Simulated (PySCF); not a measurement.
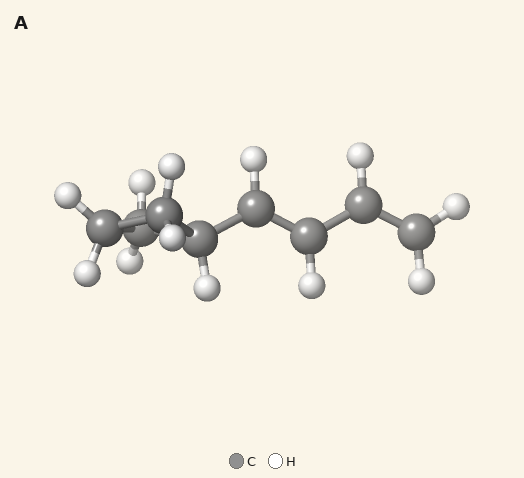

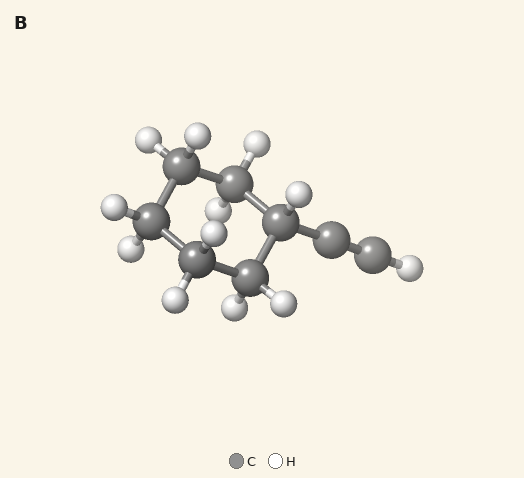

2 stationary structures of one formula. Geometries: PBE0-D3(BJ)/def2-SVP. Electronic energies: PBE0-D3(BJ)/def2-SVP (PySCF 2.14.0), without zero-point energy. No frequency run is at hand to confirm each as a minimum. Each is one conformer, not always the lowest.

### How are they related?

They are constitutional isomers of C8H12: A `C=C/C=C/C1CCC1`, B `C#CC1CCCCC1`.

### Which is lowest in energy, and by how much?

B is lowest; A lies 6.5 kcal/mol above it.
